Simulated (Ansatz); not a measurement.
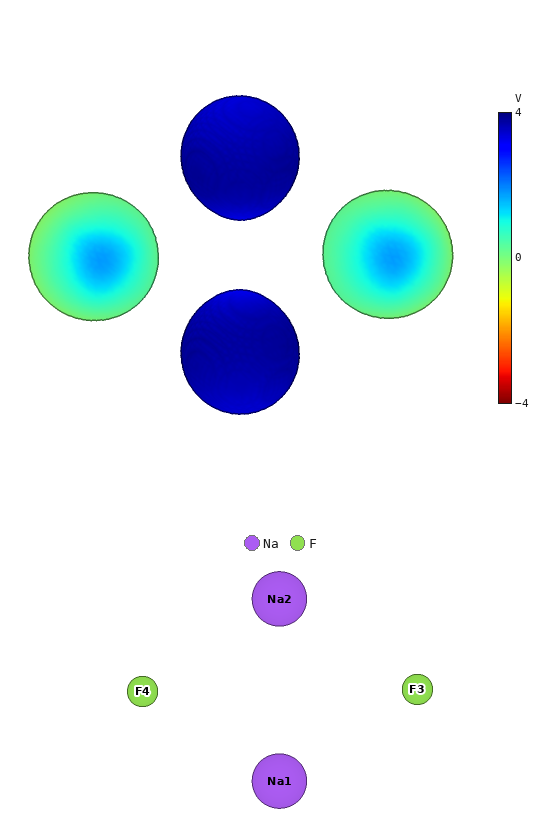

*Na···Na···F···F (quintet). The electrostatic potential painted on the density surface at 0.004 e/bohr³, seen across its widest extent; red is negative and blue positive. The bare structure is drawn below in the same view.*

Geometry: PBE0-D4/def2-TZVP.

Level of theory: UKS PBE0-D4/def2-TZVP in Ansatz 0.2.0.

Where is the surface potential most negative and most positive?

Answer. The most negative region (about −0.1 V) lies over F3 and F4, the most positive (about +3.9 V, or +90 kcal/mol for a unit charge) over Na1 and Na2.
